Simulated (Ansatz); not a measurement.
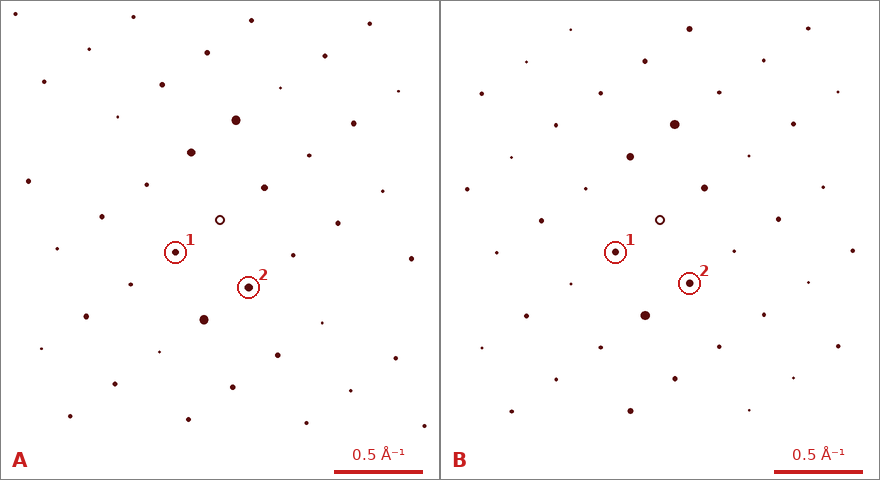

Kinematic electron diffraction patterns (300 kV, B = 0.5 Å², same scale) along [011] of the run's own cell, for the start and the end of one relaxation of Zn2HO4 with DFT, PAW plane waves, pbe in Ansatz. k mesh 6×6×6. The start is a generated model structure, and the relaxation ends in the nearest stationary point of its symmetry, not necessarily the ground state. Spot 1 is -1 0 0 and spot 2 is 0 -1 1 in both.

Start structure:

```
Zn H O
1.0
     0.00000    3.34976    0.00000
     3.34976    0.00000    0.00000
     1.67488    1.67488   -5.08061
Zn H O
2 1 4
Cartesian
  1.6749 1.6749 -1.5242
  3.3498 3.3498 -3.5564
  0.0000 0.0000 0.0000
  1.6749 3.3498 -2.5403
  3.3498 1.6749 -2.5403
  0.0000 1.6749 0.0000
  1.6749 0.0000 0.0000
```

**Which pattern belongs to the start structure, and which to the relaxed one?**

A is the start: its cell gives d(1) = 3.181 Å, d(2) = 2.382 Å and an angle of 77.3°. B is the relaxed structure, with d(1) = 3.192 Å (+0.3 %), d(2) = 2.499 Å (+4.9 %) and 79.3°.

**Name reflections whose intensity changes strongly on relaxation.**

0 2 -2 goes from 12 to 3.2 % of the strongest spot.

**Summarise the relaxation behind the change.**

The volume changed by +10.2 % to 8.98 Å³ an atom; with the mean shift removed, the atoms moved by up to 0.15 Å relative to the cell (Zn most); the space group stayed I4/mmm (No. 139); the free energy fell by 100 meV an atom. Relaxed cell: a = 3.325 Å, b = 3.325 Å, c = 6.151 Å, α = 74.32°, β = 74.32°, γ = 90.00°.
